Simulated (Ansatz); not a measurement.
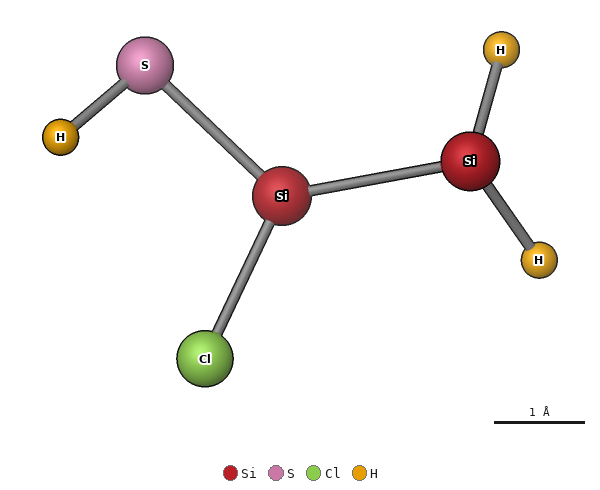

The input geometry (ball-and-stick view, seen at a tilt). Bond lengths as drawn: Cl–Si 2.06 Å, H–S 1.34 Å, H–Si 1.49 Å, Si–Si 2.23 Å and S–Si 2.12 Å.

Nudged elastic band of Si2H3SCl

The run: nudged elastic band of Si2H3SCl. Method and program: RKS BHLYP/def2-SVP (Ansatz 0.2.0).

It belongs to a series of runs on one base structure; here: band between the two ends.

Output:
```
Engine: ansatz 0.2.0, aarch64-unknown-linux-gnu
Functional definition: BHLYP
  parameter a = 0.5
  exchange = (1 - a)*b88_x + a*exact_x
  correlation = lyp_c
859 factors; integrals over basis functions are off by at most 3.0e-4 eV
mean field evaluation 1: about -39148.9837 eV, gradient 1.6e1 eV
mean field evaluation 2: about -39148.9747 eV, gradient 1.6e1 eV
mean field evaluation 4: about -39149.9392 eV, gradient 7.6e-1 eV
mean field evaluation 8: about -39149.9423 eV, gradient 1.3e-2 eV
mean field -39149.94231217 eV, -1438.7338431883 hartree, gradient 2.3e-5 eV, S^2 0.000000; 0 other end points of the search recorded, 0 dependent functions left out
the calculation of the forces begins
reference -39149.94247895 eV, -1438.7338493173 hartree; 32, 32 occupied and 55, 55 virtual orbitals, 859 factors
860 factors; integrals over basis functions are off by at most 3.2e-4 eV
mean field evaluation 16: about -39149.0196 eV, gradient 1.6e1 eV
mean field -39149.97123500 eV, -1438.7349060828 hartree, gradient 5.1e-6 eV, S^2 0.000000; 0 other end points of the search recorded, 0 dependent functions left out
[... from here on the field's lines of each further geometry are left out, up to the last ...]
NEB iter   1: max|band force component| = 1.338e0 eV/Å  barrier→ = 0.3476 eV  barrier← = 0.3765 eV  Δτ_max = 0.1990 Å  (174 SCF iters)
NEB iter   2: max|band force component| = 5.667e-1 eV/Å  barrier→ = 0.2210 eV  barrier← = 0.2499 eV  Δτ_max = 0.0921 Å  (140 SCF iters)
NEB iter   3: max|band force component| = 2.427e-1 eV/Å  barrier→ = 0.1724 eV  barrier← = 0.2013 eV  CI = image 3  Δτ_max = 0.1795 Å  (126 SCF iters)
NEB iter   4: max|band force component| = 1.200e-1 eV/Å  barrier→ = 0.1542 eV  barrier← = 0.1831 eV  CI = image 3  Δτ_max = 0.0408 Å  (135 SCF iters)
NEB iter   5: max|band force component| = 6.809e-2 eV/Å  barrier→ = 0.1509 eV  barrier← = 0.1798 eV  CI = image 3  Δτ_max = 0.0151 Å  (125 SCF iters)
the calculation of the forces begins
reference -39149.93986616 eV, -1438.7337532989 hartree; 32, 32 occupied and 55, 55 virtual orbitals, 859 factors
859 factors; integrals over basis functions are off by at most 7.0e-4 eV
mean field evaluation 320: about -39148.9632 eV, gradient 1.5e1 eV
mean field -39149.79175584 eV, -1438.7283103450 hartree, gradient 1.4e-5 eV, S^2 0.000000; 1 other end points of the search recorded, 0 dependent functions left out
the calculation of the forces begins
reference -39149.79192102 eV, -1438.7283164154 hartree; 32, 32 occupied and 55, 55 virtual orbitals, 859 factors
NEB iter   6: max|band force component| = 2.147e-2 eV/Å  barrier→ = 0.1506 eV  barrier← = 0.1795 eV  CI = image 3  Δτ_max = 0.0000 Å  (250 SCF iters)
```

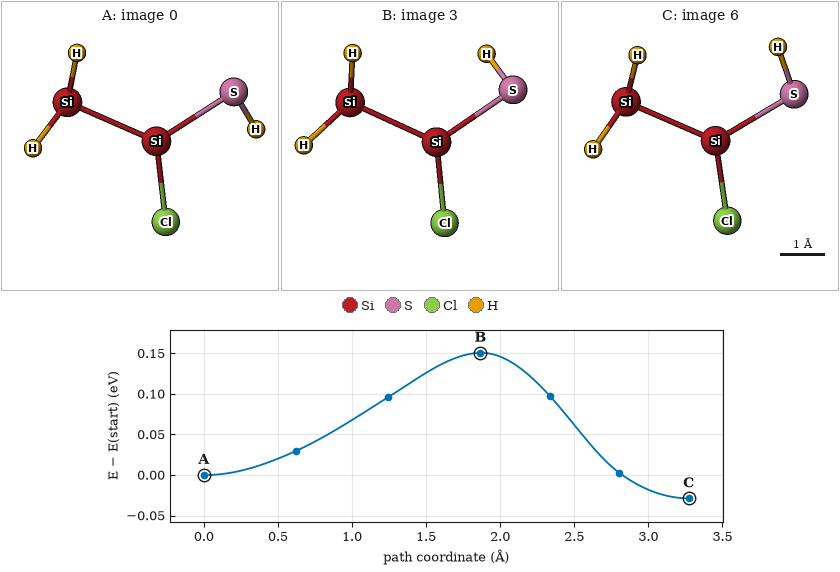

Images of the last band (counted from 0; ball-and-stick, seen at a tilt) above the energy along the path; the line is a cubic interpolation that uses the forces. The highest image is number 3, 0.151 eV above the start and 0.179 eV above the end (the climbing image); the end lies 0.029 eV below the start. The path is 3.27 Å long. The band converged in 6 iterations.

```
Total energy: -39149.79192102 eV, -1438.7283164154 hartree
Atom 0 at    -0.390496     1.356091    -0.467988 Å, force     0.000607     0.014030    -0.007266 eV/Å
Atom 1 at    -0.310872    -0.747165     0.102126 Å, force     0.002473    -0.018318     0.019099 eV/Å
Atom 2 at     1.244935    -1.512301     1.359691 Å, force     0.015105     0.017298    -0.015199 eV/Å
Atom 3 at    -0.961644    -2.203971    -1.204414 Å, force     0.000799    -0.000174    -0.007227 eV/Å
Atom 4 at    -1.596509     1.709530    -1.249655 Å, force     0.001698     0.000507     0.004215 eV/Å
Atom 5 at    -0.216143     2.234441     0.711662 Å, force    -0.000941    -0.000141    -0.003902 eV/Å
Atom 6 at     2.230719    -0.836624     0.748577 Å, force    -0.019742    -0.013202     0.010280 eV/Å
Dipole moment:     0.171222     0.185440     0.017295 e Å
this run last wrote the band of iteration 6 to [file]
```

The last band as extended XYZ (Å, eV, eV/Å):
```
7
Properties=species:S:1:pos:R:3:forces:R:3 image=0 energy=-39149.94231
Si   -0.6360    1.6324   -0.3931    0.0000   0.0033   0.0006
Si   -0.0392   -0.4740    0.0164    0.0040  -0.0065  -0.0016
S     1.5716   -1.0382    1.2815    0.0054  -0.0072  -0.0030
Cl   -0.2038   -1.8994   -1.4665   -0.0018  -0.0012  -0.0015
H    -2.0391    1.5390   -0.8866   -0.0003   0.0000   0.0000
H    -0.6802    2.2634    0.9575   -0.0011   0.0019   0.0003
H     2.0267   -2.0232    0.4909   -0.0063   0.0097   0.0053
7
Properties=species:S:1:pos:R:3:forces:R:3 image=1 energy=-39149.91265
Si   -0.5824    1.5042   -0.3957   -0.0038   0.0231  -0.0092
Si   -0.1848   -0.6074    0.0749    0.0114   0.0022   0.0061
S     1.3894   -1.1493    1.3984    0.0096   0.0236  -0.0012
Cl   -0.4106   -2.0476   -1.3854    0.0304   0.0146   0.0029
H    -1.9139    1.6959   -1.0212   -0.0193  -0.0076   0.0108
H    -0.4926    2.2817    0.8664   -0.0125   0.0095  -0.0057
H     2.1948   -1.6776    0.4626   -0.0159  -0.0653  -0.0037
7
Properties=species:S:1:pos:R:3:forces:R:3 image=2 energy=-39149.84640
Si   -0.5130    1.3992   -0.3960   -0.0145   0.0213   0.0016
Si   -0.2808   -0.7063    0.1047   -0.0006  -0.0103   0.0159
S     1.2788   -1.2943    1.4359   -0.0074   0.0487   0.0296
Cl   -0.6908   -2.1518   -1.3107    0.0447   0.0133  -0.0044
H    -1.7292    1.7489   -1.1620   -0.0159   0.0062   0.0029
H    -0.3366    2.2608    0.7948   -0.0134   0.0107  -0.0080
H     2.2717   -1.2564    0.5333    0.0071  -0.0899  -0.0375
7
Properties=species:S:1:pos:R:3:forces:R:3 image=3 energy=-39149.79176
Si   -0.3905    1.3561   -0.4680    0.0006   0.0140  -0.0073
Si   -0.3109   -0.7472    0.1021    0.0025  -0.0183   0.0191
S     1.2449   -1.5123    1.3597    0.0151   0.0173  -0.0152
Cl   -0.9616   -2.2040   -1.2044    0.0008  -0.0002  -0.0072
H    -1.5965    1.7095   -1.2497    0.0017   0.0005   0.0042
H    -0.2161    2.2344    0.7117   -0.0009  -0.0001  -0.0039
H     2.2307   -0.8366    0.7486   -0.0197  -0.0132   0.0103
7
Properties=species:S:1:pos:R:3:forces:R:3 image=4 energy=-39149.84497
Si   -0.2555    1.3721   -0.6109    0.0456   0.0104  -0.0488
Si   -0.2967   -0.7305    0.0708    0.0197  -0.0030  -0.0029
S     1.2359   -1.6450    1.2418    0.0277  -0.0567  -0.0991
Cl   -1.1193   -2.2231   -1.0834   -0.0532  -0.0067   0.0156
H    -1.5539    1.6612   -1.2724   -0.0126  -0.0183   0.0340
H    -0.1232    2.2141    0.6082    0.0146  -0.0172  -0.0054
H     2.1126   -0.6487    1.0459   -0.0418   0.0915   0.1067
7
Properties=species:S:1:pos:R:3:forces:R:3 image=5 energy=-39149.93970
Si   -0.1536    1.3771   -0.7797    0.0108   0.0052  -0.0360
Si   -0.2681   -0.7086    0.0204    0.0072   0.0126  -0.0165
S     1.2416   -1.6934    1.1363    0.0411  -0.0202  -0.0573
Cl   -1.2274   -2.2263   -0.9812   -0.0226  -0.0064   0.0038
H    -1.5450    1.6315   -1.2521   -0.0214  -0.0078   0.0392
H     0.0282    2.1850    0.4646    0.0323  -0.0163  -0.0179
H     1.9242   -0.5652    1.3915   -0.0474   0.0329   0.0848
7
Properties=species:S:1:pos:R:3:forces:R:3 image=6 energy=-39149.97123
Si   -0.4875    1.4447   -0.5536    0.0075   0.0039  -0.0048
Si   -0.0173   -0.7197   -0.2376    0.0022  -0.0037   0.0015
S     1.6196   -1.5035    0.8555   -0.0034  -0.0020  -0.0070
Cl   -0.3676   -2.1178   -1.7032    0.0000  -0.0011   0.0005
H    -1.9249    1.4229   -0.9520   -0.0049  -0.0012   0.0011
H    -0.4478    1.9710    0.8450   -0.0028   0.0016   0.0029
H     1.6255   -0.4976    1.7460    0.0013   0.0026   0.0059
```

This output came from the following input.

The input:
```yaml
crystal:
  periodic: [false, false, false]
  atoms:
    - { symbol: Si, position_ang: [-0.636044, 1.632369, -0.393126] }
    - { symbol: Si, position_ang: [-0.039203, -0.474008, 0.016388] }
    - { symbol: S, position_ang: [1.571623, -1.038154, 1.281454] }
    - { symbol: Cl, position_ang: [-0.203757, -1.89937, -1.466542] }
    - { symbol: H, position_ang: [-2.039071, 1.538972, -0.886612] }
    - { symbol: H, position_ang: [-0.680247, 2.263378, 0.957496] }
    - { symbol: H, position_ang: [2.02669, -2.023186, 0.490942] }
basis:
  gaussian: { orbitals: def2-SVP }
hamiltonian:
  xc: { name: BHLYP }
neb:
  order_check: false
  images: 5
  f_tol: 0.05
  max_iterations: 60
  initial_path: idpp
  final_atoms:
    - { symbol: Si, position_ang: [-0.4982093, 1.49027249, -0.40280338] }
    - { symbol: Si, position_ang: [-0.05449649, -0.69955604, -0.28701334] }
    - { symbol: S, position_ang: [1.6501227, -1.59119548, 0.60061188] }
    - { symbol: Cl, position_ang: [-0.56113859, -1.97818429, -1.81468141] }
    - { symbol: H, position_ang: [-1.96439207, 1.52337398, -0.6760099] }
    - { symbol: H, position_ang: [-0.32739959, 1.91000326, 1.02172591] }
    - { symbol: H, position_ang: [1.75550434, -0.65471293, 1.55817024] }
```

Command:
```bash
ansatz run input.yaml --threads 1 --pin off --max-ram 2048MiB --backend cpu --events-out ev --progress --plain --runs-dir out
```

Summary:

```tsv
quantity	value
outcome	converged
barrier, forward	0.151 eV
barrier, backward	0.179 eV
hardware	1 thread of Arm Neoverse V1, 24 GiB of memory available, shared host
wall time	2.1 min
peak memory	0.18 GiB
```

Remarks:

The order of the saddle point was not checked.
